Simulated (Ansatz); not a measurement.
# TiH4O4 (SMILES O[Ti](O)(O)O): CCSD(T)/def2-SVP

What is the vertical ionisation energy of TiH4O4 at CCSD(T)/def2-SVP? 

The results are computed with Ansatz 0.2.0.

1 further run of the same task is left out (set aside as unsound or not needed).

## Step 1: The system as given

TiH4O4 has 9 atoms, charge 0, and is taken as a singlet. SMILES: `O[Ti](O)(O)O`. The shape is that of a PBE0-D4/def2-TZVP optimisation. This is one conformer, not always the lowest.

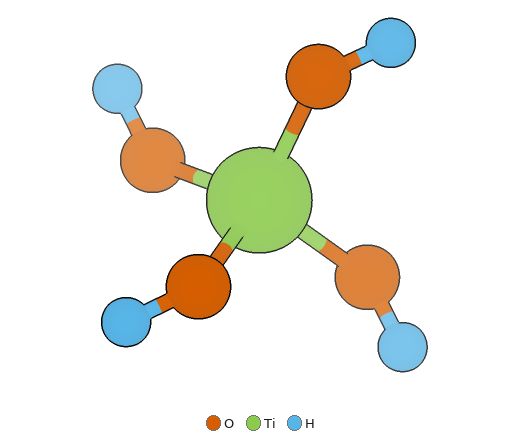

The structure, seen from a chosen angle (oxygen orange, titanium green, hydrogen blue).

## Step 2: A single-point energy at CCSD(T)/def2-SVP

The input, in.yaml:

```yaml
basis:
  gaussian:
    orbitals: def2-SVP
crystal:
  periodic: [false, false, false]
  atoms:
    - {symbol: O, position_ang: [-0.125250, 1.268390, -1.272730]}
    - {symbol: Ti, position_ang: [0.000070, 0.000090, -0.000050]}
    - {symbol: O, position_ang: [1.651710, -0.715310, -0.066120]}
    - {symbol: O, position_ang: [-1.235630, -1.279200, -0.283830]}
    - {symbol: O, position_ang: [-0.290490, 0.726280, 1.622320]}
    - {symbol: H, position_ang: [-0.813470, 1.413950, -1.922910]}
    - {symbol: H, position_ang: [2.270980, -0.885970, 0.644480]}
    - {symbol: H, position_ang: [-1.123140, -2.176250, -0.600550]}
    - {symbol: H, position_ang: [-0.334770, 1.648010, 1.879390]}
correlation:
  method: ccsd_t
  frozen_orbitals: {H: 0, O: 1, Ti: 5}
accuracy: high
scf:
  omitted_lower_state_checks: [cluster_reference, increment]
```

Run with:

```
$ ansatz run in.yaml --threads 1 --pin off --max-ram 3480MiB --events-out events.jsonl --progress --plain --runs-dir runs
```

Log, shortened:

```text
Warning: RAYON_NUM_THREADS=1 ignored (pool sized by the plan → 1); use --threads N
Functional definition: HF
  name "HF"
[...]
2461 factors; integrals over basis functions are off by at most 4.3e-9 eV
[...]
mean field -31293.72687964 eV, -1150.0232511768 hartree, gradient 1.8e-8 eV, S^2 0.000000; 0 other end points of the search recorded, 0 dependent functions left out
9 core orbitals not correlated: weight in the atoms' cores, before any rotation towards them, 1.000 or more for the frozen orbitals, at most 0.000 for the correlated occupied ones
reference -31293.72687964 eV, -1150.0232511768 hartree; 20, 20 occupied and 78, 78 virtual orbitals, 2461 factors
second order -29.22030354 eV of doubles, -0.00000000 eV of singles
cycle   1  -28.13847438 eV  change     1.1e0 eV  update   2.3e-1
[...]
cycle  23  -29.38698350 eV  change   5.8e-10 eV  update   4.4e-9
perturbative correction -1.09310403 eV, -0.0401708321 hartree
Total energy: -31324.20696717 eV, -1151.1433737333 hartree
Checks for a lower state left out: cluster_reference, increment
```

Run time: 71 s. Hardware: 1 thread of Intel Xeon Platinum 8259CL at 2.50GHz (Skylake/Cascade Lake), shared host; peak memory 0.98 GiB.

## Step 3: The doublet cation

The input, molecule.yaml:

```yaml
crystal:
  periodic: [false, false, false]
  atoms:
    - symbol: O
      position_ang: [-0.125250, 1.268390, -1.272730]
    - symbol: Ti
      position_ang: [0.000070, 0.000090, -0.000050]
    - symbol: O
      position_ang: [1.651710, -0.715310, -0.066120]
    - symbol: O
      position_ang: [-1.235630, -1.279200, -0.283830]
    - symbol: O
      position_ang: [-0.290490, 0.726280, 1.622320]
    - symbol: H
      position_ang: [-0.813470, 1.413950, -1.922910]
    - symbol: H
      position_ang: [2.270980, -0.885970, 0.644480]
    - symbol: H
      position_ang: [-1.123140, -2.176250, -0.600550]
    - symbol: H
      position_ang: [-0.334770, 1.648010, 1.879390]
basis:
  gaussian:
    orbitals: def2-SVP
total_charge: 1
magnetization:
  spin_polarized: true
  initial_magnetization: 1
correlation:
  method: ccsd_t
  frozen_orbitals: {H: 0, O: 1, Ti: 5}
accuracy: high
scf:
  omitted_lower_state_checks: [cluster_reference, increment]
```

Run with:

```
$ ansatz run molecule.yaml --threads 1 --pin off --max-ram 3480MiB --events-out events.jsonl --progress --plain --runs-dir runs
```

Log:

```text
Warning: RAYON_NUM_THREADS=1 ignored (pool sized by the plan → 1); use --threads N
[... 23 lines left out ...]
9 core orbitals not correlated: weight in the atoms' cores, before any rotation towards them, 1.000 or more for the frozen orbitals, at most 0.000 for the correlated occupied ones
[... 89 lines left out ...]
Total energy: -31313.36920651 eV, -1150.7450933753 hartree
Checks for a lower state left out: cluster_reference, increment
```

Run time: 13 min. Hardware: 1 thread of Intel Xeon Platinum 8259CL at 2.50GHz (Skylake/Cascade Lake), shared host; peak memory 2.2 GiB.

## Step 4: What came out

At CCSD(T)/def2-SVP, 9 core orbitals frozen:

```
                                                   quantity           value
                               singlet TiH4O4: total energy  -1151.14337 Eh
singlet TiH4O4: correlation energy (9 core orbitals frozen)     -1120.1 mEh
                             singlet TiH4O4: (T) correction      -40.17 mEh
                              singlet TiH4O4: T1 diagnostic           0.022
                               doublet cation: total energy  -1150.74509 Eh
doublet cation: correlation energy (9 core orbitals frozen)     -1101.6 mEh
                             doublet cation: (T) correction      -49.15 mEh
          doublet cation: ⟨S²⟩ of the reference determinant           0.758
                              doublet cation: T1 diagnostic           0.057
         vertical ionisation energy (to the doublet cation)       10.838 eV
```

What this shows: Removing an electron at fixed nuclei costs 10.84 eV (1046 kJ/mol). The triples (singlet TiH4O4) make up 3.6 % of the correlation energy. The T1 diagnostic (doublet cation) of 0.057 is above the customary mark for such species, so a single reference may not serve. The triples (doublet cation) make up 4.5 % of the correlation energy.
